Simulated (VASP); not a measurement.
Band structure of SnO (relaxed from the NiAs type structure, space group P6_3/mmc). Computed with PBE GGA, VASP's PBE PAW potentials (set 64) (plane waves; VASP 6.6.1).

Unless said otherwise, spin-orbit coupling is left out, though it shifts the bands of the heavy elements here.

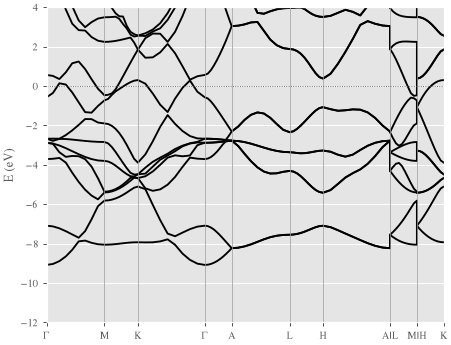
Figure. Bands along high-symmetry lines, zero at the valence-band maximum or, without a gap, the Fermi level

Read the plot: is there a gap, and where are the band edges?

It has no gap at this level: it comes out as a metal or semimetal. (Edges off the drawn lines would not show.)

The structure was generated: SnO was put into the NiAs type type (P6_3/mmc), which need not be its known phase. It was relaxed first, which changed the volume by +60 %.
